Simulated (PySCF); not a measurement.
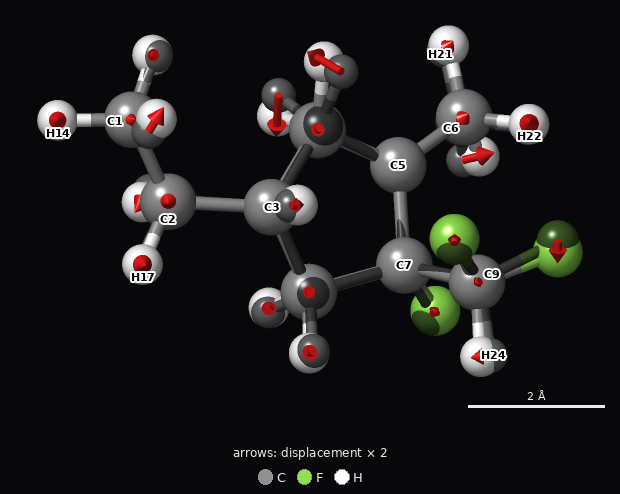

This is a relaxation of C9H14F3 (charge +1). The starting structure is drawn faded, the final one solid; red arrows show the displacements, magnified 2 times. The two geometries are superimposed by the best rigid fit.

Style: ball-and-stick. Shown at a tilt.

The start comes from GFN2-xTB. Its atoms were then displaced at random by about 0.01 Å.

All numbers below come from PBE0-D3(BJ)/def2-SVP geometry optimisation, gas phase in PySCF. 

### Which element moves most?

Hydrogen: up to 0.42 Å, against 0.18 Å for fluorine.

### Describe the change and its energy.

An H atom moves most after the best rigid fit: 0.42 Å. Largest moves by element: H 0.42 Å, F 0.18 Å, C 0.14 Å. Near-neighbour distances that change, for instance: C–H 1.045 → 1.099 Å, C–H 1.079 → 1.128 Å, C–H 1.071 → 1.105 Å, C–C 1.477 → 1.443 Å. Bond angles that change, for instance: C–C–H 104.9° → 97.7°, C–C–H 110.2° → 104.5°, C–C–H 114.1° → 109.0°. After 18 geometry steps the energy has fallen by 26.3 kJ/mol. The run took 6.3 min on 2 threads of Intel(R) Xeon(R) Platinum 8488C, with other jobs on the host.
